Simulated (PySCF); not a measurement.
C2H9InO, singlet at its CAM-B3LYP/def2-SVP optimised geometry (Å):

```
13

In    -0.7621    -1.5904     0.0000
H     -1.6309    -1.8795     1.4842
H     -1.6306    -1.7462    -1.5063
C      1.4076    -1.5904     0.0000
H      1.7970    -0.9430    -0.7989
H      1.7850    -2.6088    -0.1792
H      1.8125    -1.2465     0.9626
C     -1.3894     1.5301     1.1750
O     -1.1584     0.7690     0.0000
H     -1.3299     2.6088     0.9617
H     -0.5989     1.2709     1.8902
H     -2.3641     1.2947     1.6315
H     -1.8125     0.9824    -0.6780
```

Calculation: PySCF 2.14.0 with CAM-B3LYP/def2-TZVP, def2 effective core potentials past Kr. The core electrons that the potentials of In replace are not part of the density. Cells within 0.4 Å of a nucleus heavier than hydrogen are left out (blank, or x).

Map of the HOMO amplitude (bohr^(-3/2)) on the plane z = 0.0 Å; orbital energy -8.24 eV, overall sign arbitrary:

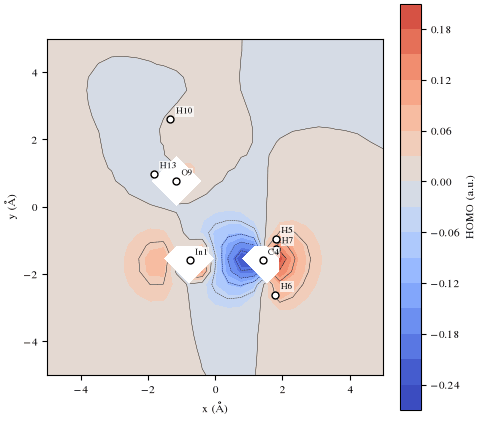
Figure. HOMO amplitude (bohr^(-3/2)) on the plane z = 0.0 Å.
